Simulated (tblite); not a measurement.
## C$_{2}$H$_{10}$F$_{3}$PSi$_{3}$: geometry relaxation (part 4 of 4)

Continued. System: C$_{2}$H$_{10}$F$_{3}$PSi$_{3}$, SMILES FC(F)(F)C[SiH2]P([SiH3])[SiH3]. Method: GFN2-xTB geometry optimisation, gas phase (tblite 0.8.0). It belongs to a series of runs on one base structure; here: H on Si replaced by CH2CF3.

Geometry of the input (Å):
```
F  4.1446  -0.8340  -0.7086
C  3.1774  -0.0571  -0.1434
F  3.2195  -0.3171  1.1953
F  3.5348  1.2331  -0.3354
C  1.8356  -0.3783  -0.7277
Si 0.4624  0.6258  -0.0174
P  -1.4420  0.1170  -0.9946
Si -2.6986  1.4651  0.2074
Si -1.8852  -1.6869  0.1913
H  1.8837  -0.2106  -1.8126
H  1.6302  -1.4457  -0.5963
H  0.3517  0.4092  1.4472
H  0.6998  2.0666  -0.2603
H  -4.1222  1.1244  -0.0510
H  -2.4166  1.3366  1.6521
H  -2.4512  2.8562  -0.2152
H  -3.2596  -2.1444  -0.1250
H  -0.9088  -2.7300  -0.1973
H  -1.7653  -1.4206  1.6488
```

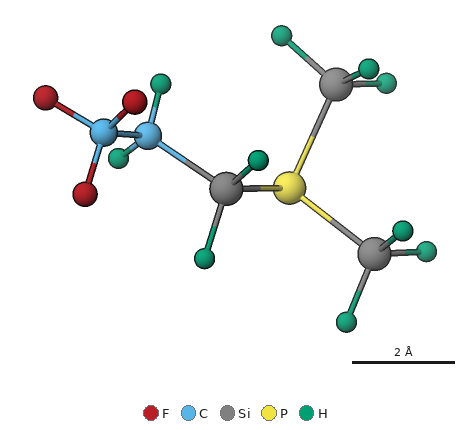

Fig. 1: The geometry at step 54 of the log (ball-and-stick view, seen at a tilt).

**Trajectory as extended XYZ, continued**
```
19
Properties=species:S:1:pos:R:3:forces:R:3 step=47 energy=-852.29137
F     4.1673   -0.7861   -0.7075    0.0000  -0.0010  -0.0040
C     3.1553   -0.0798   -0.1678    0.0020  -0.0010  -0.0030
F     3.2077   -0.3222    1.1545   -0.0050  -0.0020  -0.0050
F     3.4893    1.2132   -0.3198   -0.0070   0.0020  -0.0010
C     1.8241   -0.4038   -0.7566    0.0010  -0.0020   0.0030
Si    0.5039    0.7051    0.0605   -0.0030   0.0030   0.0070
P    -1.4401    0.1093   -0.8246    0.0010   0.0030   0.0000
Si   -2.7697    1.5540    0.2249    0.0000  -0.0020  -0.0030
Si   -1.8959   -1.8170    0.2121    0.0040   0.0060  -0.0040
H     1.8772   -0.2302   -1.8301   -0.0020   0.0040   0.0050
H     1.6343   -1.4635   -0.5953   -0.0050   0.0000   0.0100
H     0.6094    0.5481    1.5147    0.0030   0.0000   0.0010
H     0.7766    2.0941   -0.3080    0.0000  -0.0040  -0.0020
H    -4.1419    1.1791   -0.1077    0.0020  -0.0040  -0.0020
H    -2.5829    1.5245    1.6771    0.0010  -0.0020  -0.0010
H    -2.4382    2.8789   -0.2894    0.0030   0.0000   0.0010
H    -3.2548   -2.1853   -0.1771    0.0010   0.0050   0.0010
H    -0.9288   -2.8013   -0.2728    0.0020  -0.0040  -0.0010
H    -1.8026   -1.7079    1.6704    0.0030  -0.0010   0.0000
19
Properties=species:S:1:pos:R:3:forces:R:3 step=49 energy=-852.29141
F     4.1671   -0.7861   -0.7087    0.0010  -0.0020  -0.0070
C     3.1554   -0.0799   -0.1683    0.0030   0.0000   0.0030
F     3.2084   -0.3230    1.1536   -0.0020  -0.0040   0.0070
F     3.4893    1.2131   -0.3196   -0.0050   0.0050  -0.0030
C     1.8239   -0.4035   -0.7557   -0.0030  -0.0020  -0.0010
Si    0.5040    0.7055    0.0612   -0.0080   0.0090   0.0110
P    -1.4402    0.1098   -0.8240    0.0120  -0.0010  -0.0070
Si   -2.7699    1.5541    0.2247   -0.0040   0.0020  -0.0020
Si   -1.8953   -1.8168    0.2116    0.0020  -0.0010   0.0000
H     1.8765   -0.2304   -1.8289   -0.0040   0.0040  -0.0070
H     1.6333   -1.4628   -0.5937   -0.0040  -0.0080   0.0100
H     0.6099    0.5489    1.5155    0.0020   0.0010  -0.0030
H     0.7763    2.0943   -0.3085    0.0000  -0.0050  -0.0010
H    -4.1420    1.1791   -0.1085    0.0010  -0.0040  -0.0020
H    -2.5830    1.5242    1.6766    0.0000  -0.0010   0.0030
H    -2.4377    2.8787   -0.2898    0.0030   0.0010   0.0010
H    -3.2545   -2.1851   -0.1769    0.0000   0.0060   0.0000
H    -0.9291   -2.8021   -0.2734    0.0010   0.0000  -0.0010
H    -1.8022   -1.7087    1.6701    0.0040   0.0000   0.0000
19
Properties=species:S:1:pos:R:3:forces:R:3 step=50 energy=-852.29144
F     4.1669   -0.7860   -0.7099    0.0000   0.0000  -0.0070
C     3.1555   -0.0800   -0.1687    0.0000   0.0000   0.0050
F     3.2088   -0.3236    1.1531    0.0020  -0.0030   0.0110
F     3.4892    1.2132   -0.3195   -0.0040   0.0030  -0.0040
C     1.8235   -0.4034   -0.7549   -0.0060  -0.0020  -0.0020
Si    0.5040    0.7060    0.0620   -0.0060   0.0070   0.0080
P    -1.4401    0.1102   -0.8236    0.0160  -0.0030  -0.0100
Si   -2.7702    1.5542    0.2244   -0.0030   0.0020   0.0000
Si   -1.8947   -1.8166    0.2112    0.0000  -0.0060   0.0030
H     1.8757   -0.2306   -1.8281   -0.0050   0.0030  -0.0110
H     1.6323   -1.4623   -0.5921   -0.0010  -0.0090   0.0080
H     0.6106    0.5495    1.5162    0.0010   0.0020  -0.0010
H     0.7762    2.0943   -0.3088    0.0000  -0.0020   0.0000
H    -4.1420    1.1790   -0.1092    0.0000  -0.0030  -0.0020
H    -2.5829    1.5237    1.6763   -0.0010   0.0000   0.0040
H    -2.4373    2.8785   -0.2902    0.0020   0.0020   0.0010
H    -3.2541   -2.1848   -0.1768    0.0000   0.0060  -0.0010
H    -0.9294   -2.8030   -0.2739    0.0000   0.0030   0.0000
H    -1.8016   -1.7091    1.6697    0.0040   0.0000  -0.0010
19
Properties=species:S:1:pos:R:3:forces:R:3 step=51 energy=-852.29147
F     4.1666   -0.7858   -0.7112   -0.0030   0.0030  -0.0040
C     3.1555   -0.0801   -0.1689   -0.0040   0.0000   0.0050
F     3.2092   -0.3244    1.1527    0.0060  -0.0020   0.0110
F     3.4889    1.2133   -0.3194   -0.0030  -0.0010  -0.0030
C     1.8230   -0.4032   -0.7542   -0.0080  -0.0020  -0.0030
Si    0.5038    0.7066    0.0630    0.0000   0.0020   0.0020
P    -1.4396    0.1107   -0.8233    0.0140  -0.0050  -0.0110
Si   -2.7705    1.5543    0.2242    0.0000   0.0010   0.0000
Si   -1.8941   -1.8165    0.2108   -0.0010  -0.0080   0.0040
H     1.8746   -0.2308   -1.8275   -0.0070   0.0010  -0.0100
H     1.6311   -1.4620   -0.5903    0.0010  -0.0060   0.0050
H     0.6114    0.5502    1.5170    0.0010   0.0020   0.0030
H     0.7761    2.0944   -0.3092    0.0010   0.0030   0.0010
H    -4.1420    1.1788   -0.1100   -0.0010  -0.0030  -0.0020
H    -2.5828    1.5232    1.6760   -0.0020   0.0010   0.0030
H    -2.4368    2.8784   -0.2905    0.0010   0.0030   0.0020
H    -3.2537   -2.1843   -0.1767   -0.0010   0.0060  -0.0010
H    -0.9298   -2.8039   -0.2745    0.0010   0.0050  -0.0010
H    -1.8009   -1.7096    1.6694    0.0050   0.0010  -0.0010
19
Properties=species:S:1:pos:R:3:forces:R:3 step=53 energy=-852.29152
F     4.1660   -0.7854   -0.7133   -0.0080   0.0050   0.0020
C     3.1553   -0.0802   -0.1691   -0.0080  -0.0010   0.0010
F     3.2103   -0.3256    1.1525    0.0080   0.0010  -0.0010
F     3.4884    1.2134   -0.3194   -0.0040  -0.0060   0.0010
C     1.8220   -0.4031   -0.7532   -0.0030  -0.0020   0.0000
Si    0.5035    0.7076    0.0646    0.0080  -0.0030  -0.0060
P    -1.4382    0.1110   -0.8238    0.0010  -0.0060  -0.0030
Si   -2.7707    1.5542    0.2238    0.0070  -0.0050  -0.0030
Si   -1.8931   -1.8165    0.2104   -0.0020  -0.0020   0.0010
H     1.8726   -0.2312   -1.8269   -0.0070  -0.0050   0.0020
H     1.6293   -1.4616   -0.5872    0.0050   0.0010  -0.0020
H     0.6125    0.5512    1.5182   -0.0010   0.0030   0.0060
H     0.7760    2.0945   -0.3096    0.0020   0.0080   0.0020
H    -4.1420    1.1784   -0.1114    0.0000  -0.0020  -0.0010
H    -2.5827    1.5222    1.6757   -0.0040   0.0020  -0.0010
H    -2.4362    2.8782   -0.2909   -0.0010   0.0030   0.0030
H    -3.2530   -2.1832   -0.1766   -0.0040   0.0050  -0.0020
H    -0.9304   -2.8049   -0.2754    0.0040   0.0040  -0.0020
H    -1.7995   -1.7099    1.6688    0.0060   0.0010   0.0010
19
Properties=species:S:1:pos:R:3:forces:R:3 step=54 energy=-852.29154
F     4.1655   -0.7851   -0.7143   -0.0080   0.0030   0.0030
C     3.1551   -0.0804   -0.1691   -0.0060  -0.0010  -0.0010
F     3.2111   -0.3261    1.1526    0.0050   0.0020  -0.0060
F     3.4881    1.2132   -0.3194   -0.0050  -0.0040   0.0030
C     1.8214   -0.4031   -0.7527    0.0010  -0.0020   0.0020
Si    0.5035    0.7080    0.0652    0.0080  -0.0020  -0.0050
P    -1.4374    0.1110   -0.8245   -0.0050  -0.0050   0.0030
Si   -2.7705    1.5540    0.2235    0.0090  -0.0070  -0.0050
Si   -1.8927   -1.8166    0.2102   -0.0010   0.0020  -0.0010
H     1.8715   -0.2314   -1.8267   -0.0060  -0.0070   0.0070
H     1.6286   -1.4615   -0.5859    0.0040   0.0020  -0.0050
H     0.6127    0.5517    1.5189   -0.0010   0.0040   0.0040
H     0.7759    2.0948   -0.3097    0.0020   0.0080   0.0040
H    -4.1419    1.1781   -0.1119    0.0030  -0.0010   0.0000
H    -2.5827    1.5218    1.6756   -0.0040   0.0010  -0.0040
H    -2.4359    2.8782   -0.2908   -0.0020   0.0000   0.0040
H    -3.2528   -2.1824   -0.1765   -0.0050   0.0050  -0.0020
H    -0.9305   -2.8051   -0.2757    0.0050   0.0020  -0.0020
H    -1.7987   -1.7099    1.6686    0.0060   0.0010   0.0020
19
Properties=species:S:1:pos:R:3:forces:R:3 step=56 energy=-852.29160
F     4.1639   -0.7845   -0.7167   -0.0010  -0.0050   0.0000
C     3.1542   -0.0807   -0.1691    0.0040   0.0010  -0.0040
F     3.2133   -0.3274    1.1522   -0.0020   0.0020  -0.0070
F     3.4871    1.2128   -0.3193   -0.0060   0.0050   0.0040
C     1.8201   -0.4033   -0.7513    0.0040  -0.0030   0.0060
Si    0.5038    0.7089    0.0663   -0.0020   0.0050   0.0020
P    -1.4359    0.1106   -0.8257   -0.0060   0.0000   0.0110
Si   -2.7698    1.5531    0.2224    0.0040  -0.0040  -0.0040
Si   -1.8919   -1.8166    0.2097    0.0000   0.0050  -0.0030
H     1.8687   -0.2322   -1.8255   -0.0020  -0.0100   0.0090
H     1.6275   -1.4613   -0.5828    0.0010  -0.0030  -0.0080
H     0.6128    0.5533    1.5206   -0.0020   0.0050  -0.0060
H     0.7756    2.0959   -0.3096    0.0020   0.0010   0.0060
H    -4.1416    1.1773   -0.1131    0.0100   0.0010   0.0000
H    -2.5829    1.5207    1.6749   -0.0040   0.0000  -0.0070
H    -2.4352    2.8782   -0.2903   -0.0030  -0.0050   0.0050
H    -3.2529   -2.1804   -0.1763   -0.0030   0.0030  -0.0010
H    -0.9302   -2.8054   -0.2768    0.0030   0.0010  -0.0030
H    -1.7963   -1.7097    1.6680    0.0050   0.0010   0.0010
19
Properties=species:S:1:pos:R:3:forces:R:3 step=57 energy=-852.29163
F     4.1629   -0.7842   -0.7182    0.0040  -0.0080  -0.0030
C     3.1538   -0.0809   -0.1693    0.0080   0.0020  -0.0030
F     3.2146   -0.3281    1.1518   -0.0050   0.0010  -0.0030
F     3.4864    1.2127   -0.3191   -0.0050   0.0090   0.0030
C     1.8194   -0.4034   -0.7503    0.0010  -0.0020   0.0060
Si    0.5041    0.7096    0.0670   -0.0080   0.0070   0.0050
P    -1.4352    0.1104   -0.8258   -0.0020   0.0020   0.0090
Si   -2.7694    1.5525    0.2216    0.0000   0.0000  -0.0010
Si   -1.8915   -1.8166    0.2093    0.0000   0.0020  -0.0010
H     1.8668   -0.2331   -1.8245    0.0000  -0.0090   0.0050
H     1.6268   -1.4612   -0.5811   -0.0010  -0.0070  -0.0070
H     0.6131    0.5545    1.5216   -0.0030   0.0060  -0.0090
H     0.7755    2.0967   -0.3095    0.0020  -0.0030   0.0070
H    -4.1412    1.1768   -0.1139    0.0110   0.0010   0.0000
H    -2.5833    1.5202    1.6742   -0.0030   0.0000  -0.0070
H    -2.4348    2.8782   -0.2900   -0.0030  -0.0060   0.0040
H    -3.2530   -2.1791   -0.1763    0.0000   0.0020   0.0000
H    -0.9300   -2.8058   -0.2776    0.0010   0.0030  -0.0020
H    -1.7948   -1.7099    1.6676    0.0040   0.0000  -0.0010
19
Properties=species:S:1:pos:R:3:forces:R:3 step=59 energy=-852.29169
F     4.1612   -0.7839   -0.7213    0.0080  -0.0030  -0.0050
C     3.1532   -0.0812   -0.1699    0.0050   0.0010  -0.0010
F     3.2167   -0.3296    1.1507   -0.0040   0.0000   0.0040
F     3.4844    1.2129   -0.3186    0.0000   0.0060  -0.0020
C     1.8179   -0.4039   -0.7481   -0.0030  -0.0020   0.0020
Si    0.5044    0.7115    0.0688   -0.0070   0.0020   0.0020
P    -1.4337    0.1102   -0.8248    0.0050   0.0040  -0.0010
Si   -2.7687    1.5518    0.2203   -0.0050   0.0050   0.0050
Si   -1.8905   -1.8169    0.2086    0.0000  -0.0040   0.0040
H     1.8631   -0.2353   -1.8225    0.0030  -0.0040  -0.0020
H     1.6253   -1.4615   -0.5782   -0.0020  -0.0080  -0.0010
H     0.6145    0.5575    1.5232   -0.0040   0.0060  -0.0050
H     0.7759    2.0981   -0.3090    0.0020  -0.0040   0.0060
H    -4.1400    1.1762   -0.1159    0.0040  -0.0010  -0.0030
H    -2.5847    1.5197    1.6728   -0.0020  -0.0010   0.0000
H    -2.4343    2.8778   -0.2897   -0.0010  -0.0020   0.0000
H    -3.2531   -2.1767   -0.1765    0.0030   0.0010   0.0020
H    -0.9298   -2.8065   -0.2796   -0.0040   0.0050  -0.0020
H    -1.7917   -1.7111    1.6670    0.0020  -0.0010  -0.0030
19
Properties=species:S:1:pos:R:3:forces:R:3 step=60 energy=-852.29171
F     4.1610   -0.7838   -0.7220    0.0060   0.0020  -0.0030
C     3.1532   -0.0812   -0.1700    0.0010   0.0000   0.0000
F     3.2170   -0.3299    1.1505   -0.0020   0.0000   0.0030
F     3.4838    1.2132   -0.3185    0.0010   0.0010  -0.0030
C     1.8175   -0.4041   -0.7476   -0.0020  -0.0020   0.0000
Si    0.5044    0.7120    0.0693   -0.0020  -0.0020  -0.0020
P    -1.4332    0.1102   -0.8243    0.0030   0.0030  -0.0030
Si   -2.7687    1.5517    0.2201   -0.0040   0.0040   0.0050
Si   -1.8903   -1.8172    0.2086    0.0000  -0.0020   0.0030
H     1.8622   -0.2360   -1.8221    0.0030  -0.0020  -0.0030
H     1.6248   -1.4618   -0.5777   -0.0010  -0.0050   0.0020
H     0.6151    0.5585    1.5235   -0.0040   0.0050  -0.0010
H     0.7762    2.0984   -0.3088    0.0020  -0.0010   0.0050
H    -4.1395    1.1761   -0.1166   -0.0010  -0.0020  -0.0040
H    -2.5853    1.5199    1.6725   -0.0010  -0.0020   0.0040
H    -2.4343    2.8776   -0.2897    0.0000   0.0010  -0.0020
H    -3.2529   -2.1761   -0.1766    0.0030   0.0000   0.0020
H    -0.9299   -2.8066   -0.2803   -0.0030   0.0040  -0.0020
H    -1.7910   -1.7117    1.6669    0.0020  -0.0010  -0.0010
```

**Results in brief**

```csv
quantity,value
outcome,converged
total energy,−852.2917 eV
hardware,"1 CPU thread, shared host"
wall time,0.59 s
peak memory,0.18 GiB
```
